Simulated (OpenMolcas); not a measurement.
# Multiconfigurational calculation for Cr³⁺ complex (part 2 of 2)

The same run, continued: Cr³⁺ with 6 ligands (Cl; octahedron, 2.298 Å), embedded in Cs2NaYCl6 by model potentials and point charges, whose field is part of the energies. Method: state-averaged CASSCF, active space 3 electrons in the shell 3d, basis ANO-RCC-VDZP on the metal and ANO-RCC-VDZP on the ligands, DKH2 scalar Hamiltonian, spin-orbit coupling by RASSI with atomic mean-field integrals (OpenMolcas).

## Output (extracts), continued
```
--- RASSI ---
SPIN-FREE ENERGIES:
  (Shifted by EMIN (a.u.) =      -3816.2690665532)

 SF State       Relative EMIN(au)   Rel lowest level(eV)    D:o, cm**(-1)

     1             0.0000000000        0.0000000000              0.0000
     2             0.0616415884        1.6773530719          13528.7649
     3             0.0616415884        1.6773530719          13528.7649
     4             0.0616415884        1.6773530719          13528.7649
    11             0.0846918283        2.3045820510          18587.7078
    12             0.0846918283        2.3045820510          18587.7078
    13             0.0888915801        2.4188631193          19509.4468
    14             0.0888915801        2.4188631193          19509.4468
    15             0.0888915801        2.4188631193          19509.4468
     5             0.0970545628        2.6409891960          21301.0144
     6             0.0970545628        2.6409891960          21301.0144
     7             0.0970545628        2.6409891960          21301.0144
    16             0.1191119462        3.2412011741          26142.0505
    17             0.1191119462        3.2412011741          26142.0505
    18             0.1191119462        3.2412011741          26142.0505
    19             0.1317801697        3.5859210984          28922.4042
    20             0.1411859432        3.8418652326          30986.7328
    21             0.1411859432        3.8418652326          30986.7328
    22             0.1411859432        3.8418652326          30986.7328
    23             0.1474337253        4.0118760437          32357.9625
    24             0.1474337253        4.0118760437          32357.9625
    25             0.1474337253        4.0118760437          32357.9625
     8             0.1560490220        4.2463102121          34248.8016
     9             0.1560490220        4.2463102121          34248.8016
    10             0.1560490220        4.2463102121          34248.8016
    26             0.1576273310        4.2892581877          34595.2004
    27             0.1576273310        4.2892581877          34595.2004
    28             0.1698526925        4.6219272214          37278.3571
    29             0.1698526925        4.6219272214          37278.3571
    30             0.1698526925        4.6219272214          37278.3571
    31             0.1993232672        5.4238624123          43746.4006
    32             0.1993232672        5.4238624123          43746.4006
    33             0.1993232672        5.4238624123          43746.4006
    34             0.2047602358        5.5718098653          44939.6773
    35             0.2047602358        5.5718098653          44939.6773
    36             0.2047602358        5.5718098653          44939.6773
    37             0.2172842322        5.9126051683          47688.3768
    38             0.2243211157        6.1040885234          49232.7942
    39             0.2243211157        6.1040885234          49232.7942
    40             0.2243211157        6.1040885234          49232.7942
Eigenvalues of complex Hamiltonian:
   -----------------------------------
  (Shifted by EMIN (a.u.) =      -3816.2690665532)

 SO State       Relative EMIN(au)   Rel lowest level(eV)    D:o, cm**(-1)

     1            -0.0000573743        0.0000000000              0.0000
     2            -0.0000573743        0.0000000000              0.0000
     3            -0.0000573743        0.0000000000              0.0000
     4            -0.0000573743        0.0000000000              0.0000
     5             0.0610948560        1.6640369597          13421.3632
     6             0.0610948560        1.6640369597          13421.3632
     7             0.0613892589        1.6720480703          13485.9772
     8             0.0613892589        1.6720480703          13485.9772
     9             0.0613892589        1.6720480703          13485.9772
    10             0.0613892589        1.6720480703          13485.9772
    11             0.0618131611        1.6835830352          13579.0129
    12             0.0618131611        1.6835830352          13579.0129
    13             0.0618131611        1.6835830353          13579.0129
    14             0.0618131611        1.6835830353          13579.0129
    15             0.0619149932        1.6863540277          13601.3625
    16             0.0619149932        1.6863540277          13601.3625
    17             0.0846933777        2.3061854473          18600.6401
    18             0.0846933777        2.3061854473          18600.6401
    19             0.0846933777        2.3061854473          18600.6401
    20             0.0846933777        2.3061854473          18600.6401
    21             0.0885704492        2.4116859369          19451.5589
    22             0.0885704492        2.4116859369          19451.5589
    23             0.0885704492        2.4116859374          19451.5589
    24             0.0885704492        2.4116859374          19451.5589
    25             0.0891267001        2.4268222955          19573.6419
    26             0.0891267001        2.4268222955          19573.6419
    27             0.0964929200        2.6272673512          21190.3403
    28             0.0964929200        2.6272673512          21190.3403
    29             0.0965772696        2.6295626212          21208.8529
    30             0.0965772696        2.6295626211          21208.8529
    31             0.0965772696        2.6295626212          21208.8529
    32             0.0965772696        2.6295626211          21208.8529
    33             0.0975220856        2.6552723721          21416.2160
    34             0.0975220856        2.6552723720          21416.2160
    35             0.0975220856        2.6552723720          21416.2160
    36             0.0975220856        2.6552723721          21416.2160
    37             0.0978430604        2.6640065417          21486.6618
    38             0.0978430604        2.6640065417          21486.6618
    39             0.1190198381        3.2402560201          26134.4273
    40             0.1190198381        3.2402560201          26134.4273
    41             0.1190198381        3.2402560205          26134.4273
Weights of the five most important spin-orbit-free states for each spin-orbit state.

 SO State  Total energy (au)           Spin-free states, spin, and weights
 -------------------------------------------------------------------------------------------------------
    1        -0.000057       1 1.5  0.9993    3 1.5  0.0003    4 1.5  0.0001    2 1.5  0.0001   16 0.5  0.0001
    2        -0.000057       1 1.5  0.9993    2 1.5  0.0003    4 1.5  0.0002   18 0.5  0.0001    3 1.5  0.0000
    3        -0.000057       1 1.5  0.9993    3 1.5  0.0003    2 1.5  0.0002   16 0.5  0.0001    4 1.5  0.0001
    4        -0.000057       1 1.5  0.9993    4 1.5  0.0003    2 1.5  0.0001    3 1.5  0.0001   18 0.5  0.0001
    5         0.061095       2 1.5  0.3332    3 1.5  0.3332    4 1.5  0.3332    7 1.5  0.0001    6 1.5  0.0001
    6         0.061095       2 1.5  0.3332    3 1.5  0.3332    4 1.5  0.3332    7 1.5  0.0001    6 1.5  0.0001
    7         0.061389       3 1.5  0.4493    4 1.5  0.4431    2 1.5  0.1052    1 1.5  0.0005    6 1.5  0.0003
    8         0.061389       3 1.5  0.4518    4 1.5  0.4406    2 1.5  0.1053    1 1.5  0.0005    6 1.5  0.0003
    9         0.061389       2 1.5  0.5598    4 1.5  0.2245    3 1.5  0.2133    1 1.5  0.0005    7 1.5  0.0004
   10         0.061389       2 1.5  0.5599    4 1.5  0.2220    3 1.5  0.2157    1 1.5  0.0005    7 1.5  0.0004
   11         0.061813       4 1.5  0.5338    3 1.5  0.3188    2 1.5  0.1429   12 0.5  0.0024    7 1.5  0.0007
   12         0.061813       4 1.5  0.5333    3 1.5  0.3199    2 1.5  0.1422   12 0.5  0.0024    7 1.5  0.0007
```

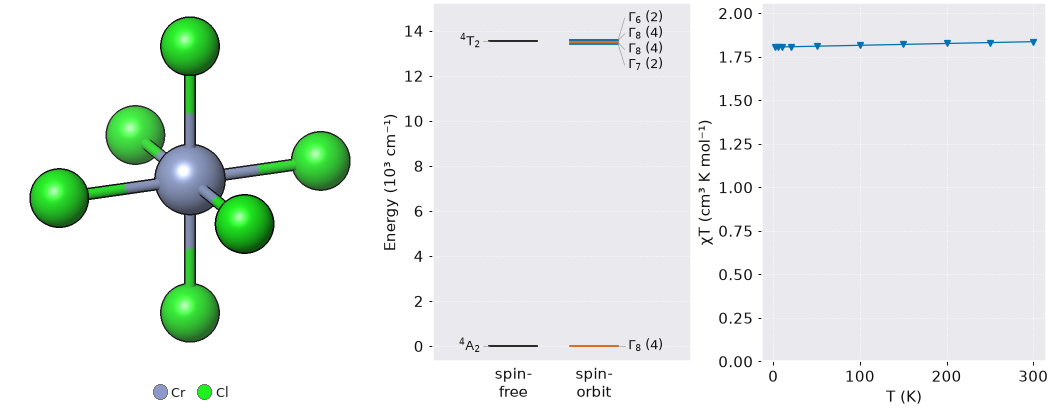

Fig. 1: Cr³⁺ (3d³) as a dopant in Cs₂NaYCl₆, a cluster with its 6 nearest Cl⁻ at 2.298 Å (octahedron) embedded in model potentials and point charges; the geometry was set, not optimised, and its levels and susceptibility. Labels give the representation in O, Td, D4 or D3 as the site allows (double group for half-integer spin) where it could be assigned and, in brackets, the degeneracy; spin-free states, where drawn, share the zero of the spin-orbit levels. Powder susceptibility by Van Vleck's formula. The ground level is Γ₈, 4-fold degenerate, 100 % from states of spin multiplicity 4. The next level lies at 13,400 cm⁻¹ (Γ₇). The lowest spin-free state is ⁴A₂; of the same spin there follows at 13,500 cm⁻¹ (⁴T₂) above it. χT is 1.81 cm³ K mol⁻¹ at 2 K and 1.84 at 300 K, an effective moment of 3.83 μB. The active orbitals hold 84 to 95 % metal character (Löwdin), and the Mulliken charge of the metal is +1.13.

## Key numbers

| quantity | value |
| --- | --- |
| outcome | converged |
| energy of the lowest spin-free term | −3816.26907 hartree |
| energy of the lowest spin-orbit level | −3816.26912 hartree |
| largest spread among components of a term | 0.0 cm⁻¹ |
| wall time | 39 s |
| peak memory | 0.18 GiB |

## Remarks

Without dynamic correlation the splittings between terms come out too large, often by 20 to 50 %. Caveats: the geometry is set by hand, with no relaxation.
